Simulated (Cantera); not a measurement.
A closed system holds: 1 mol CaO, 24 mol HF, 0.73 mol H2, at 1.33 mbar.

These are equilibrium values from Cantera (NASA tables, ideal gas, pure condensed phases), not measurements of a reactor. Candidate condensed phases: Ca, CaF2, CaO, Ca(OH)2, H2O; 29 gas species. Rates play no part.

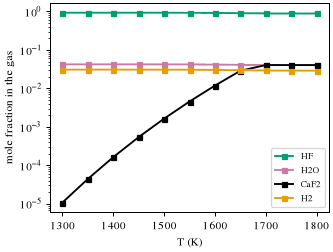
Figure. Equilibrium gas composition (values under 1e-9 drawn at 1e-9)

Read off the mole fractions at 1400 K.

HF about 0.93, H2O about 0.042, H2 about 0.031, CaF2 about 0.00016.
